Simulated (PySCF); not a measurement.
**C2HFOS (SMILES Fc1cso1) at 6 levels**

Wanted: a comparison of 6 runs (MP2/STO-3G, MP2/3-21G, MP2/6-31G*, MP2/6-31+G*, MP2/6-311+G**, MP2/6-311++G(2d,2p)) of C2HFOS. The job is set up through a Python script.

The calculation is run with PySCF 2.14.0.

### Step 1. The molecule

C2HFOS has 6 atoms, charge 0, and is taken as a singlet. As SMILES, `Fc1cso1`. The coordinates come from a GFN2-xTB relaxation.

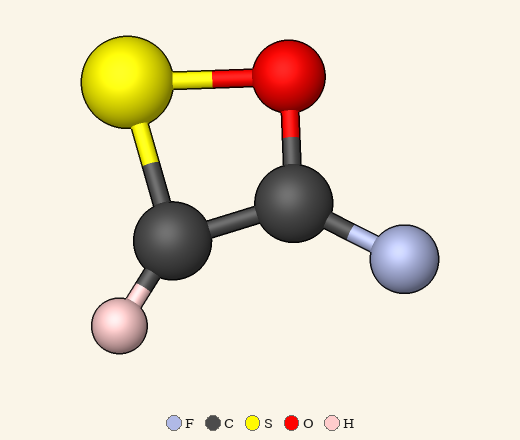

Viewed from a chosen angle; fluorine light blue, carbon dark grey, sulfur yellow, oxygen red, hydrogen pink.

### Step 2. A single-point energy at MP2/STO-3G (run 1)

run.py

```python
from pyscf import gto, scf, mp

mol = gto.M(
    atom='''
F        1.288500      -1.402650       0.231380
C        0.412550      -0.469020      -0.084790
C       -0.314120       0.425090       0.590190
S       -0.993910       0.982900      -0.946800
O        0.076720      -0.264720      -1.388090
H       -0.469730       0.728400       1.598120
''',
    max_memory=1860,
    verbose=4,
    basis='sto-3g',
)

hf = scf.RHF(mol)
hf.conv_tol = 1e-10
hf.kernel()
if not hf.converged:
    hf = hf.newton().run(hf.mo_coeff, hf.mo_occ)

pt = mp.MP2(hf, frozen=9).run()
energy = pt.e_tot
print('E(%s) = %.9f' % ('MP2', energy))
```

Command:

```console
OMP_NUM_THREADS=1 python run.py
```

What it wrote:

```text
PySCF version 2.14.0

[... 64 lines left out ...]
converged SCF energy = -640.361466727813
[... 1 line left out ...]
******** <class 'pyscf.mp.mp2.RMP2'> ********
nocc = 14, nmo = 21
frozen orbitals 9
E(RMP2) = -640.568074624897  E_corr = -0.20660789708454
E(SCS-RMP2) = -640.574810524421  E_corr = -0.213343796608055
E_corr(same-spin) = -0.0399065537231455
E_corr(oppo-spin) = -0.166701343361394
E(MP2) = -640.568074625
```

Wall time 0.72 s (1 thread of Arm Neoverse V2, shared host); peak memory 0.12 GiB.

### Step 3. A single-point energy at MP2/3-21G (run 2)

input.py

```python
from pyscf import gto, scf, mp

molecule = gto.M(
    atom='''
F      2.434912    -2.650624     0.437245
C      0.779607    -0.886319    -0.160230
C     -0.593601     0.803304     1.115297
S     -1.878218     1.857412    -1.789193
O      0.144980    -0.500248    -2.623110
H     -0.887661     1.376477     3.020009
''',
    verbose=3,
    basis='3-21g',
    charge=0,
    max_memory=1860,
    unit='bohr',
)

mf = scf.RHF(molecule)
mf.conv_tol = 1e-10
mf.kernel()
if not mf.converged:
    mf = mf.newton().run(mf.mo_coeff, mf.mo_occ)

pt = mp.MP2(mf, frozen=9).run()
e_tot = pt.e_tot
print('Final energy', e_tot)
```

Command:

```console
OMP_NUM_THREADS=1 python input.py
```

What it wrote:

```text
converged SCF energy = -644.677984638326
E(RMP2) = -645.146725913222  E_corr = -0.468741274895187
E(SCS-RMP2) = -645.136399786981  E_corr = -0.458415148654225
Final energy -645.1467259132215
```

Wall time 0.8 s (1 thread of Arm Neoverse V2, shared host); peak memory 0.13 GiB.

Runs 3 to 5 aren't shown in full; the table further down has their settings and results.

### Step 4. A single-point energy at MP2/6-311++G(2d,2p) (run 6)

input.py

```python
from pyscf import gto, mp

mol = gto.Mole()
mol.atom = [
    ('F', (1.288500, -1.402650, 0.231380)),
    ('C', (0.412550, -0.469020, -0.084790)),
    ('C', (-0.314120, 0.425090, 0.590190)),
    ('S', (-0.993910, 0.982900, -0.946800)),
    ('O', (0.076720, -0.264720, -1.388090)),
    ('H', (-0.469730, 0.728400, 1.598120)),
]
mol.spin = 0
mol.basis = '6-311++g(2d,2p)'
mol.verbose = 3
mol.max_memory = 1860
mol.build()

mf = mol.RHF()
mf.conv_tol = 1e-10
mf.kernel()
if not mf.converged:
    mf = mf.newton().run(mf.mo_coeff, mf.mo_occ)

pt = mp.MP2(mf, frozen=9).run()
energy = pt.e_tot
print('E(%s) = %.9f' % ('MP2', energy))
```

Command:

```console
OMP_NUM_THREADS=1 python input.py
```

What it wrote:

```text
converged SCF energy = -648.125578957955
E(RMP2) = -648.991192376468  E_corr = -0.865613418512452
E(SCS-RMP2) = -648.961271338269  E_corr = -0.835692380314137
E(MP2) = -648.991192376
```

Wall time 9.3 s (1 thread of Arm Neoverse V2, shared host); peak memory 0.83 GiB.

### Step 5. All runs side by side

| run | level | energy (Eh) | dipole moment (D) of the reference | HOMO energy (eV) | LUMO energy (eV) | wall time |
| --- | --- | --- | --- | --- | --- | --- |
| 1 | MP2/STO-3G | -640.568075 | 1.40 | -6.81 | 8.61 | 0.72 s |
| 2 | MP2/3-21G | -645.146726 | 2.52 | -9.77 | 2.62 | 0.8 s |
| 3 | MP2/6-31G* (spherical functions) | -648.731950 | 2.16 | -9.35 | 2.54 | 1.6 s |
| 4 | MP2/6-31+G* (spherical functions) | -648.752548 | 2.28 | -9.52 | 1.40 | 2.5 s |
| 5 | MP2/6-311+G** | -648.913505 | 2.34 | -9.57 | 1.36 | 4.8 s |
| 6 | MP2/6-311++G(2d,2p) | -648.991192 | 2.13 | -9.45 | 1.08 | 9.3 s |

### Step 6. Summary of results

| quantity | value |
| --- | --- |
| run 6: total energy | -648.99119 Eh |
| run 6: dipole moment (Hartree–Fock density) | 2.13 D |
| run 6: HOMO energy (Hartree–Fock orbitals) | -9.45 eV |
| run 6: LUMO energy (Hartree–Fock orbitals) | 1.08 eV |
| run 6: HOMO–LUMO gap (Hartree–Fock orbitals) | 10.52 eV |
| run 6: correlation energy (9 core orbitals frozen) | -865.6 mEh |

**Reading.** In run 1 the basis is minimal, so the values are rough. All runs together took 20 s, the longest 9.3 s.
